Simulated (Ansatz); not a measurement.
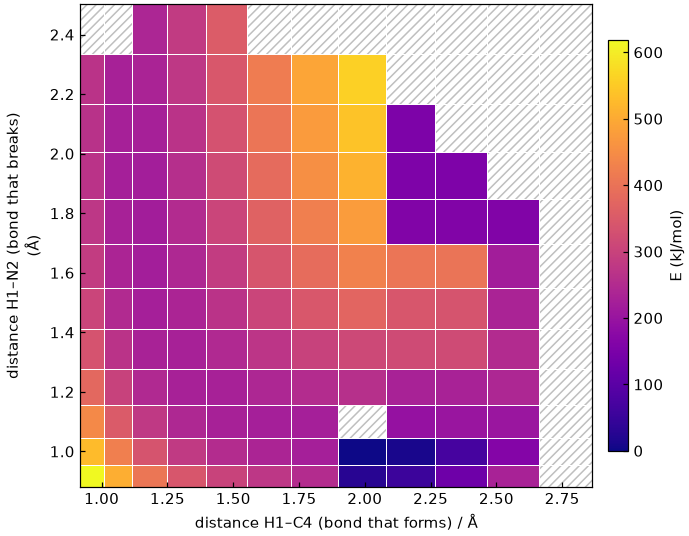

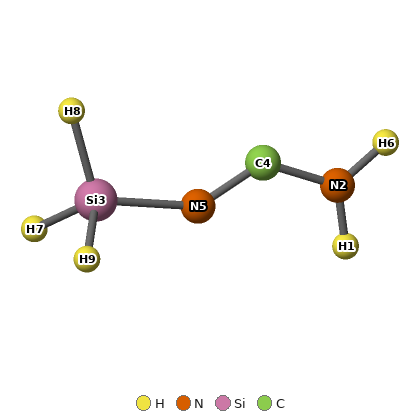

Energy landscape of the reacting system CH₅N₂Si (fragments CH₅N₂Si where the first distance is long, CHN + H₄NSi where the second is long), spin multiplicity 2. The first coordinate is: distance H1–C4 (bond that forms); the second: distance H1–N2 (bond that breaks). Relaxed at each point: all other coordinates. The scan uses a 12 × 12 grid. At 27 points there is no value. Points are written as (first, second). All energies are given in kJ/mol relative to the lowest grid point. Energies and slopes of some neighbouring points disagree (a jump in structure or state, or too coarse a mesh). Theory: Ansatz 0.2.0, UKS SPW92 (LDA)/def2-SVP.

The picture shows one coloured cell a grid point, hatched blanks where no value was computed. The second picture is the structure at the lowest point.

### Summarise what can be read from the map.

The lowest grid point is at (1.986 Å, 0.993 Å). Other grid points that lie below all their neighbours: (1.177 Å, 1.771 Å) (219 kJ/mol higher); (1.635 Å, 1.096 Å) (224 kJ/mol higher); (1.318 Å, 1.214 Å) (227 kJ/mol higher). The highest grid point, (0.963 Å, 0.918 Å), lies 618 kJ/mol above the lowest.

The input of one point:

```yaml
crystal:
  periodic: [false, false, false]
  atoms:
    - { symbol: H, position_ang: [-0.801645, -0.826515, 1.025067] }
    - { symbol: "N", position_ang: [-0.008181, -0.87285, 0.429821] }
    - { symbol: Si, position_ang: [0.071199, 0.018713, -1.103988] }
    - { symbol: C, position_ang: [0.142226, 0.736103, 1.807069] }
    - { symbol: "N", position_ang: [-0.361435, 1.779311, 1.577391] }
    - { symbol: H, position_ang: [0.711077, -1.514308, 0.784153] }
    - { symbol: H, position_ang: [0.164127, -1.004065, -2.204648] }
    - { symbol: H, position_ang: [1.288458, 0.892481, -1.125716] }
    - { symbol: H, position_ang: [-1.205925, 0.791027, -1.189048] }
magnetization:
  spin_polarized: true
  initial_magnetization: 1
basis:
  gaussian: { orbitals: def2-SVP }
hamiltonian:
  xc: lda
output:
  forces: true
relax:
  f_tol: 0.02
  max_steps: 50
  escape_saddle: false
  constraints: [{ distance: [0, 3] }, { distance: [0, 1] }]
```

Each point was launched as `ansatz run input.yaml --threads 1 --pin off --max-ram 2560MiB --backend cpu --events-out ev --progress --plain --runs-dir out`. The whole map (117 points run) took 39 min on 1 thread of Arm Neoverse V2, on a shared host.
